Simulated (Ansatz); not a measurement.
A computed series for Al2Pt: pressure series

Start from Al$_{2}$Pt (space group Fm-3m, No. 225; a = 5.946 Å).

Cell and atoms are relaxed at each pressure.

Calculations: plane-wave PAW DFT at the PBE level (Ansatz, a program for electronic structure, 420 eV), no SOC.

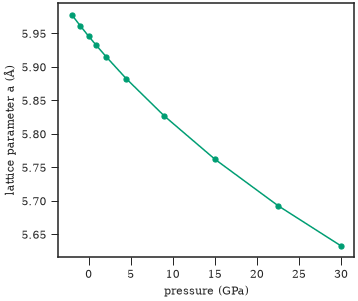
Lattice parameter a against pressure

| pressure (GPa) | lattice parameter a |
|---|---|
| -2 | 5.978 Å |
| -1 | 5.962 Å |
| 0.9 | 5.933 Å |
| 2.1 | 5.915 Å |
| 4.5 | 5.882 Å |
| 9 | 5.827 Å |
| 15 | 5.762 Å |
| 22.5 | 5.693 Å |
| 30 | 5.633 Å |

Load acts through the strain it causes; cell and atoms are relaxed under it. No phonon test of stability was made. Competing high-pressure phases were not computed. All final runs are without spin polarisation.
